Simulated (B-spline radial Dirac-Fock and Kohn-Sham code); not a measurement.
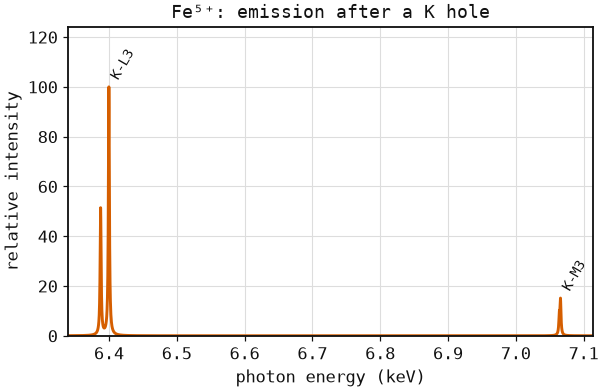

X-ray emission lines that fill a K (1s) hole, broadened by a Lorentzian of 1.8 eV full width. Multiplet splitting by the open shell is left out. Species: Fe⁵⁺ ([Ar] 3d3). Method: independent-particle rates on relativistic LDA orbitals of the hole state (multipoles to L = 3), energies from Dirac–Fock ΔSCF (computed with a B-spline radial code).

Describe what the figure shows.

The strongest line is K-L3 (Kα1) at 6.3999 keV with 58.3 % of the photons, then K-L2 (Kα2) at 6.3877 keV (30 %), K-M3 (Kβ1) at 7.0659 keV (8.0 %), K-M2 (Kβ3) at 7.0642 keV (4.0 %). The hole has a width of 1.20 eV and a fluorescence yield of 0.348.
